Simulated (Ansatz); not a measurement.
# Geometry relaxation of B₂SiH₃BrClOF (part 1 of 2)

System: B₂SiH₃BrClOF.
Method: RKS B3LYP-D4/def2-SVP (Ansatz 0.2.0).

It belongs to a series of runs on one base structure; here: end point B relaxed. Figures and captions count atoms from 1; the log counts them from 0 in places.

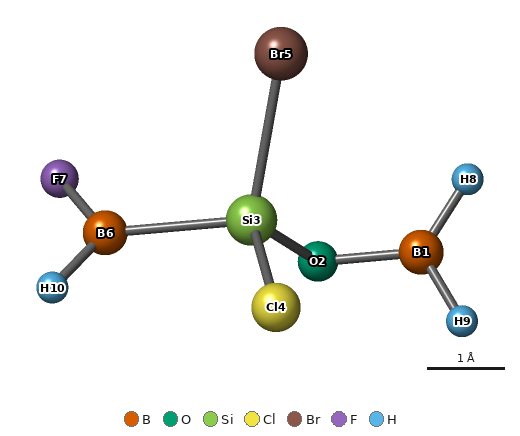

Fig. 1: The structure as given in the input (ball-and-stick view, seen at a tilt; atoms are numbered from 1 in the order of the input). Bond lengths as drawn: Br–Si 2.26 Å, B–F 1.45 Å, B–H 1.14 to 1.23 Å, B–O 1.41 Å, B–Si 1.97 Å, Cl–Si 2.05 Å and O–Si 1.72 Å.

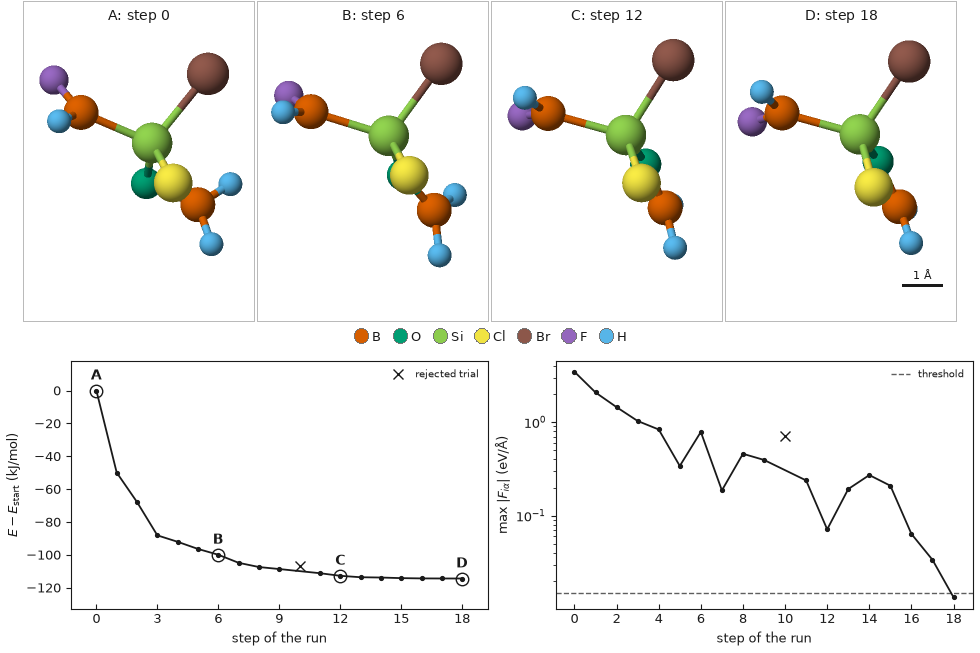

Fig. 2: Frames of the relaxation (ball-and-stick view, seen at a tilt) above the curves, on which the letters mark them (the first geometry is step 0 here and step 1 in the log).

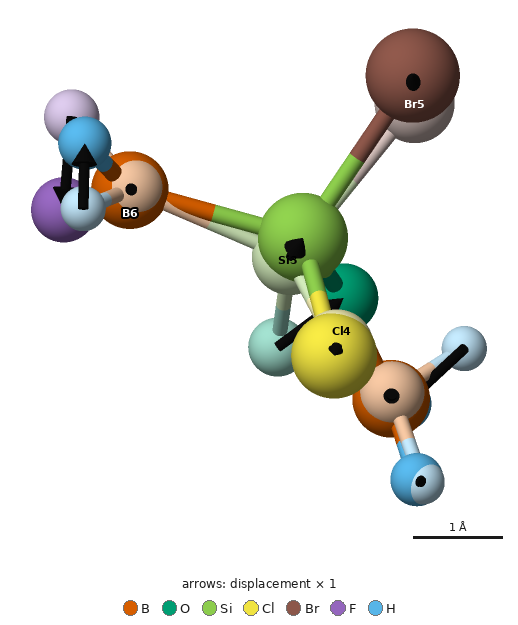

Fig. 3: Start (faint) and end (solid) with the displacements as black arrows, at true length (ball-and-stick view, seen at a tilt). The two geometries are laid on each other by the best rigid fit. H8 moves most after the best rigid fit: 1.18 Å. By element the largest moves are H 1.18 Å, F 1.07 Å, Br 0.95 Å, O 0.94 Å, Si 0.35 Å, B 0.16 Å. Among the contacts that change: B6–F7 1.449 → 1.318 Å, B1–H8 1.142 → 1.207 Å, Si3–B6 1.972 → 2.027 Å, O2–Si3 1.716 → 1.662 Å. Among the angles that change: B1–O2–Si3 104.7° → 141.0°, O2–B1–H8 123.7° → 117.4°, H8–B1–H9 116.4° → 122.5°. The energy falls by 114.4 kJ/mol in 18 geometry steps. The largest force component goes from 3.5 to 0.013 eV/Å. The line search rejected the trial step at point 10 (counted from 0) and went back. (Atoms are counted from 1 in the order of the input.)

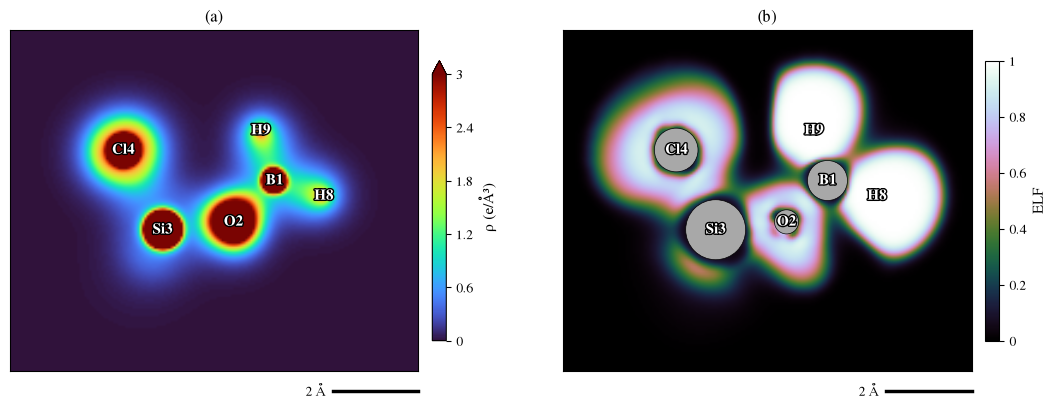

Fig. 4: (a) electron density; (b) ELF on the plane of atoms O2, B1 and H8. Grey discs, where drawn, cover atomic cores. The section cuts through B, O, Si, Cl and H sites. Si–O (1.66 Å): ρ is about 1 e/Å³ halfway; the ELF peaks at about 0.90 between the atoms (a shared but strongly polarised pair).

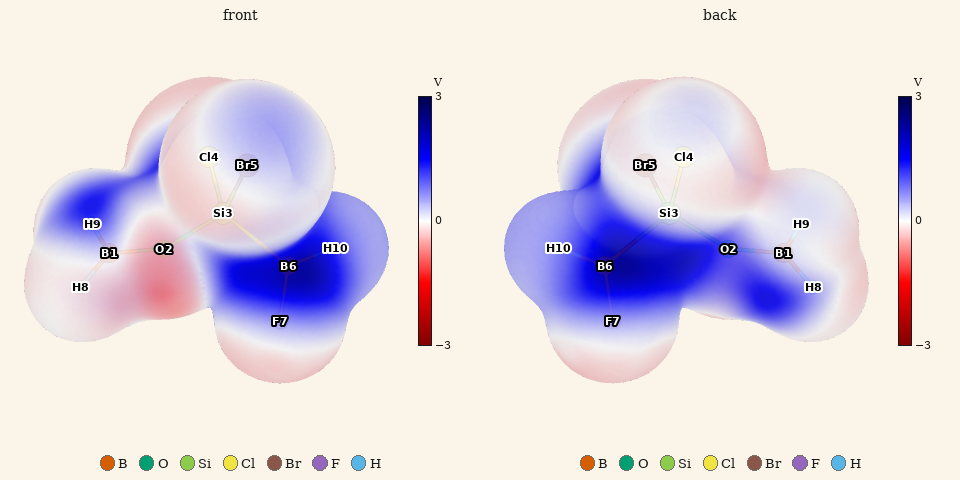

Fig. 5: The electrostatic potential painted on the density surface at 0.002 e/bohr³, seen face on and from behind; red is negative and blue positive.

The input and output of the run follow.

## Input file
```yaml
crystal:
  periodic: [false, false, false]
  atoms:
    - { symbol: B, position_ang: [-1.9622, 0.6033, 0.3948] }
    - { symbol: O, position_ang: [-0.6591, 0.5128, 0.9175] }
    - { symbol: Si, position_ang: [-0.76638, 1.21553, 2.47987] }
    - { symbol: Cl, position_ang: [-1.30921, 3.19468, 2.44429] }
    - { symbol: Br, position_ang: [-2.13122, 0.04871, 3.85427] }
    - { symbol: B, position_ang: [1.03923, 1.15293, 3.27137] }
    - { symbol: F, position_ang: [1.73371, -0.10105, 3.4839] }
    - { symbol: H, position_ang: [-2.7708, -0.1843, 0.569] }
    - { symbol: H, position_ang: [-2.3232, 1.6483, -0.1493] }
    - { symbol: H, position_ang: [1.5923, 2.17222, 3.56945] }
basis:
  gaussian: { orbitals: def2-SVP }
hamiltonian:
  xc: b3lyp
  dispersion: d4
relax:
  f_tol: 0.015
  max_steps: 40
output:
  orbitals: {}
```

Launched with:
```bash
ansatz run input.yaml --threads 2 --pin off --max-ram 3072MiB --backend cpu --events-out ev --progress --plain --runs-dir out
```

## Log
```
The last accepted step is kept in [file] (removed where the run ends without a failure and the disk answers)
Engine: ansatz 0.2.0, aarch64-unknown-linux-gnu
Functional definition: B3LYP
  parameter a0 = 0.2
  parameter ax = 0.72
  parameter ac = 0.81
  exchange = (1 - a0 - ax)*slater_x + ax*b88_x + a0*exact_x
  correlation = (1 - ac)*vwn_rpa_c + ac*lyp_c
1441 factors; integrals over basis functions are off by at most 3.3e-4 eV
mean field evaluation 1: about -96593.7440 eV, gradient 5.0e1 eV
mean field evaluation 2: about -96577.8369 eV, gradient 1.1e2 eV
mean field evaluation 4: about -96598.3643 eV, gradient 4.8e0 eV
mean field evaluation 8: about -96598.4376 eV, gradient 4.4e-1 eV
mean field evaluation 16: about -96598.4380 eV, gradient 3.5e-5 eV
mean field -96598.43800350 eV, -3549.9271198558 hartree, gradient 5.1e-6 eV, S^2 0.000000; 0 other end points of the search recorded, 0 dependent functions left out
the calculation of the forces begins
reference -96598.43829839 eV, -3549.9271306927 hartree; 48, 48 occupied and 91, 91 virtual orbitals, 1441 factors
relax step   1: F+E_penalty+E_count = -96598.99067897 eV  Δ(F+E_penalty+E_count) = +0.000e0 eV  max|allowed force component| = 3.459e0 eV/Å  Δτ_max = 0.0000 Å  (30 SCF iters, accepted)
these checks for a lower state are left out or cut short: starts, cluster_reference, orbital_swaps, neighbouring_geometries, increment
1441 factors; integrals over basis functions are off by at most 3.5e-4 eV
mean field -96598.95866284 eV, -3549.9462537334 hartree, gradient 1.8e-5 eV, S^2 0.000000; 0 other end points of the search recorded, 0 dependent functions left out
[... from here on the field's lines of each further geometry are left out, up to the last ...]
relax step   2: F+E_penalty+E_count = -96599.50804102 eV  Δ(F+E_penalty+E_count) = -5.174e-1 eV  max|allowed force component| = 2.078e0 eV/Å  Δτ_max = 0.1990 Å  (30 SCF iters, accepted)
relax step   3: F+E_penalty+E_count = -96599.69390827 eV  Δ(F+E_penalty+E_count) = -1.859e-1 eV  max|allowed force component| = 1.448e0 eV/Å  Δτ_max = 0.1952 Å  (37 SCF iters, accepted)
relax step   4: F+E_penalty+E_count = -96599.90406413 eV  Δ(F+E_penalty+E_count) = -2.102e-1 eV  max|allowed force component| = 1.030e0 eV/Å  Δτ_max = 0.1997 Å  (36 SCF iters, accepted)
relax step   5: F+E_penalty+E_count = -96599.94485305 eV  Δ(F+E_penalty+E_count) = -4.079e-2 eV  max|allowed force component| = 8.355e-1 eV/Å  Δτ_max = 0.0441 Å  (32 SCF iters, accepted)
relax step   6: F+E_penalty+E_count = -96599.98980526 eV  Δ(F+E_penalty+E_count) = -4.495e-2 eV  max|allowed force component| = 3.406e-1 eV/Å  Δτ_max = 0.0696 Å  (30 SCF iters, accepted)
relax step   7: F+E_penalty+E_count = -96600.02650016 eV  Δ(F+E_penalty+E_count) = -3.669e-2 eV  max|allowed force component| = 7.869e-1 eV/Å  Δτ_max = 0.1917 Å  (31 SCF iters, accepted)
relax step   8: F+E_penalty+E_count = -96600.07728168 eV  Δ(F+E_penalty+E_count) = -5.078e-2 eV  max|allowed force component| = 1.866e-1 eV/Å  Δτ_max = 0.2000 Å  (31 SCF iters, accepted)
relax step   9: F+E_penalty+E_count = -96600.10395550 eV  Δ(F+E_penalty+E_count) = -2.667e-2 eV  max|allowed force component| = 4.595e-1 eV/Å  Δτ_max = 0.1845 Å  (30 SCF iters, accepted)
relax step  10: F+E_penalty+E_count = -96600.11667396 eV  Δ(F+E_penalty+E_count) = -1.272e-2 eV  max|allowed force component| = 3.949e-1 eV/Å  Δτ_max = 0.0970 Å  (29 SCF iters, accepted)
relax step  11: F+E_penalty+E_count = -96600.09937808 eV  Δ(F+E_penalty+E_count) = +1.730e-2 eV  max|allowed force component| = 7.094e-1 eV/Å  Δτ_max = 0.1971 Å  (31 SCF iters, rejected (line search))
relax step  12: F+E_penalty+E_count = -96600.14289821 eV  Δ(F+E_penalty+E_count) = -2.622e-2 eV  max|allowed force component| = 2.384e-1 eV/Å  Δτ_max = 0.0981 Å  (29 SCF iters, accepted)
relax step  13: F+E_penalty+E_count = -96600.15930541 eV  Δ(F+E_penalty+E_count) = -1.641e-2 eV  max|allowed force component| = 7.153e-2 eV/Å  Δτ_max = 0.0997 Å  (31 SCF iters, accepted)
relax step  14: F+E_penalty+E_count = -96600.16833220 eV  Δ(F+E_penalty+E_count) = -9.027e-3 eV  max|allowed force component| = 1.929e-1 eV/Å  Δτ_max = 0.1446 Å  (29 SCF iters, accepted)
relax step  15: F+E_penalty+E_count = -96600.17017564 eV  Δ(F+E_penalty+E_count) = -1.843e-3 eV  max|allowed force component| = 2.721e-1 eV/Å  Δτ_max = 0.0636 Å  (32 SCF iters, accepted)
relax step  16: F+E_penalty+E_count = -96600.17396442 eV  Δ(F+E_penalty+E_count) = -3.789e-3 eV  max|allowed force component| = 2.093e-1 eV/Å  Δτ_max = 0.0466 Å  (32 SCF iters, accepted)
relax step  17: F+E_penalty+E_count = -96600.17570794 eV  Δ(F+E_penalty+E_count) = -1.744e-3 eV  max|allowed force component| = 6.389e-2 eV/Å  Δτ_max = 0.0119 Å  (33 SCF iters, accepted)
relax step  18: F+E_penalty+E_count = -96600.17618036 eV  Δ(F+E_penalty+E_count) = -4.724e-4 eV  max|allowed force component| = 3.377e-2 eV/Å  Δτ_max = 0.0101 Å  (33 SCF iters, accepted)
the calculation of the forces begins
reference -96599.64524663 eV, -3549.9714852224 hartree; 48, 48 occupied and 91, 91 virtual orbitals, 1441 factors
relax step  19: F+E_penalty+E_count = -96600.17636980 eV  Δ(F+E_penalty+E_count) = -1.894e-4 eV  max|allowed force component| = 1.343e-2 eV/Å  Δτ_max = 0.0097 Å  (33 SCF iters, accepted)
1441 factors; integrals over basis functions are off by at most 4.4e-4 eV
mean field evaluation 160: about -96599.6449 eV, gradient 1.9e-3 eV
mean field -96599.64493882 eV, -3549.9714739104 hartree, gradient 7.0e-6 eV, S^2 0.000000; 1 other end points of the search recorded, 0 dependent functions left out
the calculation of the forces begins
reference -96599.64524663 eV, -3549.9714852224 hartree; 48, 48 occupied and 91, 91 virtual orbitals, 1441 factors
Total energy: -96600.17667762 eV, -3549.9910149509 hartree
Atom 0 at    -1.975213     0.484632     0.290618 Å, force     0.011904     0.002354     0.003567 eV/Å
Atom 1 at    -1.403361     0.388411     1.516440 Å, force    -0.005779    -0.002650    -0.012733 eV/Å
Atom 2 at    -0.894610     1.336576     2.783495 Å, force     0.011911    -0.002161    -0.001758 eV/Å
Atom 3 at    -1.236422     3.337535     2.355556 Å, force    -0.002341    -0.003113     0.003087 eV/Å
Atom 4 at    -2.088108     0.742566     4.573047 Å, force    -0.001930     0.004727    -0.002198 eV/Å
Atom 5 at     1.070059     1.065565     3.202813 Å, force     0.013428    -0.006748    -0.004731 eV/Å
Atom 6 at     1.786815     0.226112     2.482818 Å, force    -0.008555     0.006369     0.007011 eV/Å
Atom 7 at    -2.160805    -0.540911    -0.318480 Å, force    -0.002619     0.004590     0.005773 eV/Å
Atom 8 at    -2.269096     1.568171    -0.158045 Å, force    -0.008989    -0.003728     0.000693 eV/Å
Atom 9 at     1.613872     1.654463     4.106887 Å, force    -0.007029     0.000361     0.001288 eV/Å
Dipole moment:     0.199745     0.036430     0.070900 e Å
```

## Trajectory as extended XYZ (Å, eV, eV/Å), 19 frames, from step=1 to step=19
```
10
Properties=species:S:1:pos:R:3:forces:R:3 step=1 energy=-96598.99068
B    -1.9622    0.6033    0.3948    1.3621   1.7333  -0.7961
O    -0.6591    0.5128    0.9175   -2.0483   0.7775   0.9510
Si   -0.7664    1.2155    2.4799    0.6689  -1.0659  -0.2394
Cl   -1.3092    3.1947    2.4443   -0.2911   0.1679  -0.1431
Br   -2.1312    0.0487    3.8543    0.0674   0.2514  -0.3337
B     1.0392    1.1529    3.2714    2.3325  -3.3000   0.6758
F     1.7337   -0.1011    3.4839   -1.9245   3.4591  -0.5647
H    -2.7708   -0.1843    0.5690   -0.8939  -1.5898   0.2339
H    -2.3232    1.6483   -0.1493    0.3984  -0.4203   0.0105
H     1.5923    2.1722    3.5694    0.3285  -0.0130   0.2058
10
Properties=species:S:1:pos:R:3:forces:R:3 step=2 energy=-96599.50804
B    -2.0671    0.6558    0.4251    0.5800  -0.3683  -1.6327
O    -0.7838    0.5622    0.9533   -1.0472   0.7933   1.6107
Si   -0.6930    1.2129    2.5364   -0.1349  -0.4344  -1.1790
Cl   -1.3700    3.1685    2.4530    0.0613   0.0886   0.0453
Br   -2.1447    0.0984    3.8301    0.1624  -0.0002   0.0617
B     1.1646    1.1616    3.2750    1.1544  -2.0780   1.0307
F     1.7423   -0.0627    3.5406   -0.9118   2.0272  -0.5996
H    -2.8009   -0.3111    0.4187    0.0506   0.1303   0.3339
H    -2.3562    1.6344   -0.2552    0.0032  -0.1492   0.4822
H     1.7520    2.1431    3.6581    0.0820  -0.0093  -0.1532
```
